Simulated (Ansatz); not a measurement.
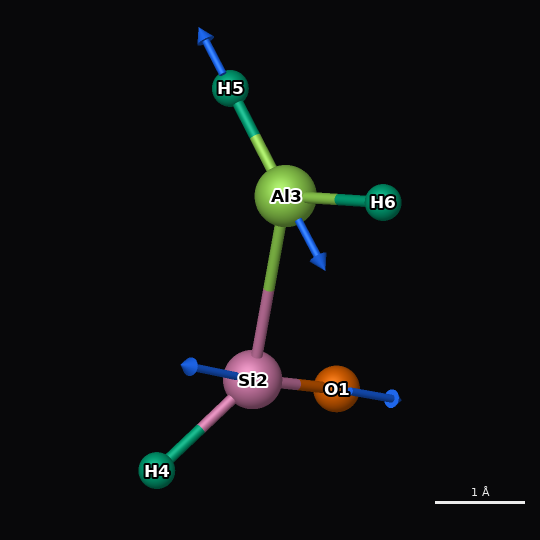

Arrows show the forces on the atoms, 0.2 Å of arrow for 1 eV/Å; forces under a tenth of the largest aren't drawn. Level of theory: PBE-D4/def2-TZVPP (Ansatz 0.2.0).

### Along which bond is the force strongest?

O1–Si2, now 1.470 Å: the forces push its atoms apart, so a first step downhill lengthens it.

List the force components in the frame of the picture (x right, y up, z towards the viewer), in eV/Å.

```
atom     Fx     Fy     Fz
  O1   2.95  −0.52  −3.63
 Si2  −3.17   0.65   4.00
 Al3   1.54  −2.90   0.83
  H4   0.26   0.08  −0.23
  H5  −1.38   2.68  −0.79
  H6  −0.19   0.01  −0.19
```
